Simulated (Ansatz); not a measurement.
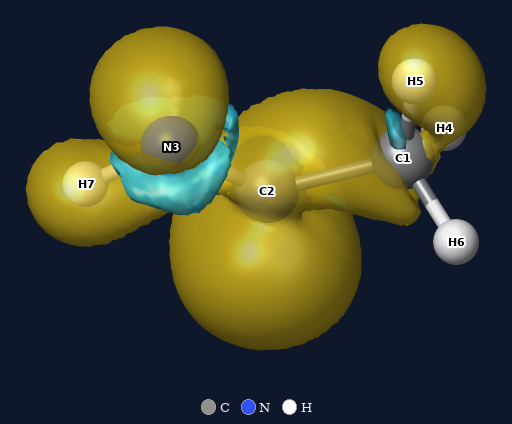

*C2H4N (doublet). Isosurfaces of the spin density (α minus β) at +0.015 (yellow) and −0.015 e/Å³ (cyan), seen at an oblique angle.*

Geometry: PBE0-D4/def2-TZVP.

Theory: UKS PBE0-D4/def2-TZVPP (Ansatz).

```xyz
7

C    -0.6950    0.3882   -0.3519
C     0.2089   -0.5038    0.4018
N     1.4375   -0.4955    0.4928
H    -1.3973    0.8661    0.3347
H    -0.1333    1.1563   -0.8945
H    -1.2868   -0.1985   -1.0579
H     1.8661   -1.2127    1.0751
```

> Which atoms carry the spin?

The unpaired spin (1 electron) lies mostly on C2 (about 0.6), N3 (about 0.2) and C1 (about 0.1), in electrons by Hirshfeld's partition.
